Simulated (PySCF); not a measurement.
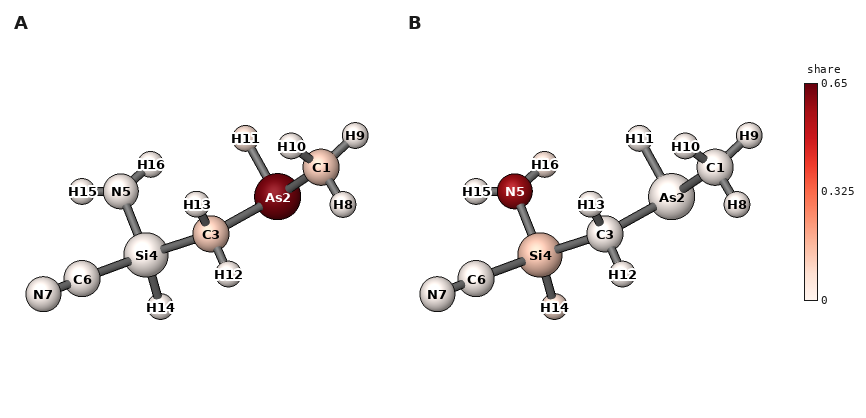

Each panel colours the atoms by their Löwdin share in one orbital (up to four of the largest shares; other atoms are shown as zero). The computed structure is the end point of a GFN2-xTB optimisation. No frequency run is at hand to confirm it as a minimum. Computed with CAM-B3LYP/def2-SVPD (PySCF 2.14.0).

> The panels show the HOMO−1, HOMO, in some order. Which is which?

A: HOMO, −8.64 eV; As2 0.62, C1 0.12, C3 0.12, H11 0.07
B: HOMO−1, −9.46 eV; N5 0.57, Si4 0.13, H14 0.08, H16 0.06

The geometry is semi-empirical. Around As, Si such bond lengths and angles can be off by a tenth of an ångström or more and by several degrees, and values that hang on the shape move with them.
